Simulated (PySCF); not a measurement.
**One shape, several levels: CH3BFN (SMILES BN=CF)**

Aim: a comparison of 5 runs (HF/STO-3G, HF/3-21G, HF/aug-cc-pVDZ, B3LYP/6-31G*, CCSD(T)/cc-pVDZ) of CH3BFN. The job is set up through a Python script.

Program for the calculation: PySCF 2.14.0.

## Step 1: Starting point

CH3BFN: 7 atoms, total charge 0, spin state singlet. As SMILES, `BN=CF`. Geometry: relaxed at PBE0-D4/def2-TZVP.

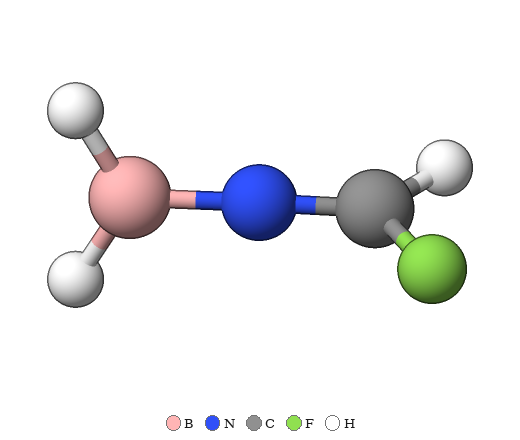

The structure, seen from a chosen angle (boron pink, nitrogen blue, carbon grey, fluorine green, hydrogen white).

## Step 2: Energy and gradient at HF/STO-3G (run 1)

The input, input.py:

```python
from pyscf import gto

mol = gto.M(
    atom='''
B     -0.480500     1.089800     0.570900
N      0.018600    -0.008400    -0.066500
C      0.466800    -1.006900    -0.611700
F      0.739900    -2.132000     0.060700
H      0.284400     1.897100     1.009900
H     -1.666300     1.214200     0.659800
H      0.698200    -1.122000    -1.669000
''',
    verbose=4,
    max_memory=1860,
    charge=0,
    basis='sto-3g',
)

hf = mol.RHF()
hf.conv_tol = 1e-10
hf.kernel()
if not hf.converged:
    hf = hf.newton().run(hf.mo_coeff, hf.mo_occ)

e_tot = hf.e_tot
print(f'total energy: {e_tot:.8f} hartree')
grad = hf.nuc_grad_method().kernel()
hf.analyze()
```

Launch:

```
$ OMP_NUM_THREADS=1 python input.py
```

Output:

```text
PySCF version 2.14.0

[... 77 lines left out ...]
Total Energy =                        -215.282707173420590
[... 3 lines left out ...]
Two-electron Coulomb Energy =          208.239218514280509
[... 5 lines left out ...]
MO #3   energy= -11.1971648376808  occ= 2
[... 3 lines left out ...]
MO #7   energy= -0.835910078384959 occ= 2
[... 3 lines left out ...]
MO #11  energy= -0.541785940076709 occ= 2
[... 3 lines left out ...]
MO #15  energy= -0.353934777398942 occ= 2
[... 3 lines left out ...]
MO #19  energy= 0.695518145810855  occ= 0
[... 3 lines left out ...]
MO #23  energy= 1.16230491147694   occ= 0
[... 33 lines left out ...]
Dipole moment(X, Y, Z, Debye):  0.37920, -0.47350, -1.18370
```

Run time: 1.1 s. Hardware: 1 thread of Arm Neoverse V1, shared host; peak memory 0.12 GiB.

## Step 3: Energy and forces at HF/3-21G (run 2)

The input, mol.xyz:

```xyz
7

B     -0.480500     1.089800     0.570900
N      0.018600    -0.008400    -0.066500
C      0.466800    -1.006900    -0.611700
F      0.739900    -2.132000     0.060700
H      0.284400     1.897100     1.009900
H     -1.666300     1.214200     0.659800
H      0.698200    -1.122000    -1.669000
```

The input, input.py:

```python
# BN=CF
from pyscf import gto

mol = gto.M(
    atom='mol.xyz',
    verbose=3,
    basis='3-21g',
    max_memory=1860,
    charge=0,
)

calc0 = mol.RHF()
calc0.conv_tol = 1e-10
calc0.kernel()
if not calc0.converged:
    calc0 = calc0.newton().run(calc0.mo_coeff, calc0.mo_occ)

energy = calc0.e_tot
print(f'total energy: {energy:.8f} hartree')
grad = calc0.nuc_grad_method().kernel()
calc0.analyze()
```

Launch:

```
$ OMP_NUM_THREADS=1 python input.py
```

Output:

```text
converged SCF energy = -216.98752373049
total energy: -216.98752373 hartree
--------------- RHF gradients ---------------
         x                y                z
0 B     0.0073327826    -0.0161500995    -0.0093401711
1 N    -0.0122717101     0.0259726031     0.0176400918
2 C     0.0065414505    -0.0247835516     0.0115792919
3 F    -0.0044686808     0.0164382898    -0.0071265808
4 H     0.0041296239     0.0015184606     0.0008234589
5 H    -0.0041991903    -0.0013954658    -0.0006454453
6 H     0.0029357242    -0.0016002365    -0.0129306455
----------------------------------------------
**** MO energy ****
MO #1   energy= -26.1914022116079  occ= 2
MO #2   energy= -15.5155450509285  occ= 2
MO #3   energy= -11.3487953483603  occ= 2
MO #4   energy= -7.57905150164493  occ= 2
MO #5   energy= -1.63711346142122  occ= 2
MO #6   energy= -1.25613826703526  occ= 2
MO #7   energy= -0.91030030081674  occ= 2
MO #8   energy= -0.803059504854581 occ= 2
MO #9   energy= -0.747480297033563 occ= 2
MO #10  energy= -0.697441933746987 occ= 2
MO #11  energy= -0.619959054370416 occ= 2
MO #12  energy= -0.581777845122013 occ= 2
MO #13  energy= -0.554509443478664 occ= 2
MO #14  energy= -0.450480065551668 occ= 2
MO #15  energy= -0.424367891942973 occ= 2
MO #16  energy= 0.138421457630704  occ= 0
MO #17  energy= 0.149990249418396  occ= 0
MO #18  energy= 0.293269454204261  occ= 0
MO #19  energy= 0.321134011381756  occ= 0
MO #20  energy= 0.367294087950382  occ= 0
MO #21  energy= 0.432225925175336  occ= 0
MO #22  energy= 0.457337674856072  occ= 0
MO #23  energy= 0.58695878884262   occ= 0
MO #24  energy= 0.596375743082406  occ= 0
MO #25  energy= 0.681851357820862  occ= 0
MO #26  energy= 0.722627329754435  occ= 0
MO #27  energy= 0.758562419172022  occ= 0
MO #28  energy= 0.940041367395345  occ= 0
MO #29  energy= 0.993920566865013  occ= 0
MO #30  energy= 1.12443028163581   occ= 0
MO #31  energy= 1.32282755804177   occ= 0
MO #32  energy= 1.37426447424014   occ= 0
MO #33  energy= 1.44664826188035   occ= 0
MO #34  energy= 1.52687592331596   occ= 0
MO #35  energy= 1.60746228350125   occ= 0
MO #36  energy= 1.64432259182257   occ= 0
MO #37  energy= 2.27120393678513   occ= 0
MO #38  energy= 2.27626415553875   occ= 0
MO #39  energy= 2.40464543762036   occ= 0
MO #40  energy= 2.44019514281042   occ= 0
MO #41  energy= 2.81817669174788   occ= 0
MO #42  energy= 4.00267249390317   occ= 0
 ** Mulliken atomic charges  **
charge of    0B =      0.05695
charge of    1N =     -0.22722
charge of    2C =      0.36061
charge of    3F =     -0.28145
charge of    4H =     -0.01283
charge of    5H =     -0.01282
charge of    6H =      0.11676
Dipole moment(X, Y, Z, Debye):  0.35144, -0.06003, -1.83173
```

It took 1.1 s on 1 thread of Arm Neoverse V1, shared host; peak memory 0.12 GiB.

Runs 3 to 4 aren't shown in full; the table further down has their settings and results.

## Step 4: A single-point energy at CCSD(T)/cc-pVDZ (run 5)

The input, run.py:

```python
# BN=CF
from pyscf import gto, cc

mol = gto.M(
    atom='''
B       -0.480500       1.089800       0.570900
N        0.018600      -0.008400      -0.066500
C        0.466800      -1.006900      -0.611700
F        0.739900      -2.132000       0.060700
H        0.284400       1.897100       1.009900
H       -1.666300       1.214200       0.659800
H        0.698200      -1.122000      -1.669000
''',
    basis='cc-pvdz',
    verbose=3,
    max_memory=1860,
    spin=0,
)

mf = mol.RHF()
mf.conv_tol = 1e-10
mf.kernel()
if not mf.converged:
    mf = mf.newton().run(mf.mo_coeff, mf.mo_occ)

mycc = cc.CCSD(mf, frozen=4)
mycc.kernel()
e_t = mycc.ccsd_t()
energy = mycc.e_tot + e_t
print('E(%s) = %.9f' % ('CCSD(T)', energy))
dip = mf.dip_moment()
pop, q = mf.mulliken_pop()
```

Launch:

```
$ OMP_NUM_THREADS=1 python run.py
```

Output:

```text
converged SCF energy = -218.195829905975
E(CCSD) = -218.7839082580511  E_corr = -0.5880783520764622
CCSD(T) correction = -0.0177502160306476
E(CCSD(T)) = -218.801658474
Dipole moment(X, Y, Z, Debye):  0.33492, -0.07115, -1.71887
 ** Mulliken pop  **
pop of  0 B 1s            2.00524
pop of  0 B 2s            0.58591
pop of  0 B 3s            0.31353
pop of  0 B 2px           0.68472
pop of  0 B 2py           0.53443
pop of  0 B 2pz           0.27695
pop of  0 B 3px           0.13658
pop of  0 B 3py           0.10124
pop of  0 B 3pz           0.09064
pop of  0 B 3dxy          0.02889
pop of  0 B 3dyz          0.02298
pop of  0 B 3dz^2         0.02061
pop of  0 B 3dxz          0.01242
pop of  0 B 3dx2-y2       0.03205
pop of  1 N 1s            2.00350
pop of  1 N 2s            0.73548
pop of  1 N 3s            0.68339
pop of  1 N 2px           0.68975
pop of  1 N 2py           0.84072
pop of  1 N 2pz           0.88880
pop of  1 N 3px           0.46097
pop of  1 N 3py           0.31474
pop of  1 N 3pz           0.55377
pop of  1 N 3dxy          0.00784
pop of  1 N 3dyz          0.00601
pop of  1 N 3dz^2         0.00308
pop of  1 N 3dxz          0.00291
pop of  1 N 3dx2-y2       0.00737
pop of  2 C 1s            2.00322
pop of  2 C 2s            0.68338
pop of  2 C 3s            0.30676
pop of  2 C 2px           0.55264
pop of  2 C 2py           0.61754
pop of  2 C 2pz           0.69983
pop of  2 C 3px           0.27835
pop of  2 C 3py           0.08276
pop of  2 C 3pz           0.14738
pop of  2 C 3dxy          0.03882
pop of  2 C 3dyz          0.05989
pop of  2 C 3dz^2         0.04890
pop of  2 C 3dxz          0.01729
pop of  2 C 3dx2-y2       0.04254
pop of  3 F 1s            2.00193
pop of  3 F 2s            0.89981
pop of  3 F 3s            1.00571
pop of  3 F 2px           1.16740
pop of  3 F 2py           1.01211
pop of  3 F 2pz           1.14334
pop of  3 F 3px           0.72651
pop of  3 F 3py           0.61855
pop of  3 F 3pz           0.68626
pop of  3 F 3dxy          0.00117
pop of  3 F 3dyz          0.00252
pop of  3 F 3dz^2         0.00072
pop of  3 F 3dxz          0.00047
pop of  3 F 3dx2-y2       0.00174
pop of  4 H 1s            0.75257
pop of  4 H 2s            0.32068
pop of  4 H 2px           0.00677
pop of  4 H 2py           0.00649
pop of  4 H 2pz           0.00237
pop of  5 H 1s            0.75258
pop of  5 H 2s            0.32066
pop of  5 H 2px           0.01364
pop of  5 H 2py           0.00119
pop of  5 H 2pz           0.00080
pop of  6 H 1s            0.75368
pop of  6 H 2s            0.14481
pop of  6 H 2px           0.00499
pop of  6 H 2py           0.00237
pop of  6 H 2pz           0.02432
 ** Mulliken atomic charges  **
charge of    0B =      0.15381
charge of    1N =     -0.19836
charge of    2C =      0.42070
charge of    3F =     -0.26823
charge of    4H =     -0.08888
charge of    5H =     -0.08887
charge of    6H =      0.06983
```

It took 14 s on 1 thread of Arm Neoverse V1, shared host; peak memory 0.28 GiB.

## Step 5: Overview of the runs

| run | level | Cartesian functions | integration grid | energy (Eh) | dipole moment (D) of the reference | HOMO energy (eV) | LUMO energy (eV) | wall time |
| --- | --- | --- | --- | --- | --- | --- | --- | --- |
| 1 | HF/STO-3G | no | – | -215.282707 | 1.33 | -9.63 | 7.54 | 1.1 s |
| 2 | HF/3-21G | no | – | -216.987524 | 1.87 | -11.55 | 3.77 | 1.1 s |
| 3 | HF/aug-cc-pVDZ | no | – | -218.209002 | 1.66 | -11.71 | 0.90 | 12 s |
| 4 | B3LYP/6-31G* (Cartesian functions) | yes | 5 | -219.355818 | 1.58 | -8.13 | -0.37 | 15 s |
| 5 | CCSD(T)/cc-pVDZ | no | – | -218.801658 | 1.75 | -11.61 | 3.36 | 14 s |

## Step 6: What came out

| quantity | value |
| --- | --- |
| run 5: total energy | -218.80166 Eh |
| run 5: dipole moment (Hartree–Fock density) | 1.75 D |
| run 5: HOMO energy (Hartree–Fock orbitals) | -11.61 eV |
| run 5: LUMO energy (Hartree–Fock orbitals) | 3.36 eV |
| run 5: HOMO–LUMO gap (Hartree–Fock orbitals) | 14.97 eV |
| run 5: correlation energy (4 core orbitals frozen) | -605.8 mEh |
| run 5: (T) correction | -17.75 mEh |
| run 5: T1 diagnostic | 0.016 |

In words: Over runs 1, 2, 3, 4 the dipole moment (its size) runs from 1.33 D (HF/STO-3G) to 1.87 D (HF/3-21G). Over runs 1, 2, 3, 4 the HOMO–LUMO gap runs from 7.76 eV (B3LYP/6-31G*) to 17.17 eV (HF/STO-3G). The two ends differ in method and basis. In run 1 the basis is minimal, so the values are rough. All runs together took 44 s, the longest 15 s.
